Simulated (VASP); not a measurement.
Energy against volume of Li₂Se (antifluorite). Level of theory: SCAN meta-GGA, VASP's PBE PAW potentials (set 64) (plane waves; VASP).

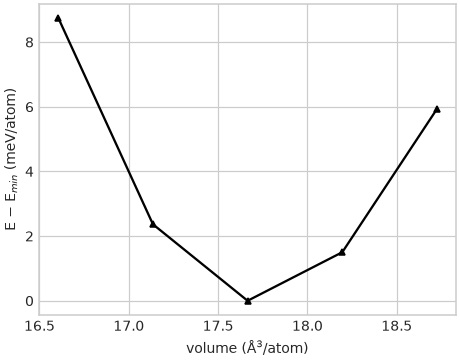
Figure. Energy against volume

Task: Estimate the equilibrium volume and the bulk modulus.

Result: The minimum lies near 17.7 Å³/atom, and the curvature gives B0 of about 36 GPa.

Measured: a 6.002 Å (computed value off by -0.6 %), as given by Syrotyuk et al., Condensed Matter Physics (2015), arXiv:1510.06546. The calculation is for a static lattice, while the measured a holds thermal and zero-point effects, which are part of the difference.

The compound is Li2Se in the antifluorite structure. It was relaxed first.
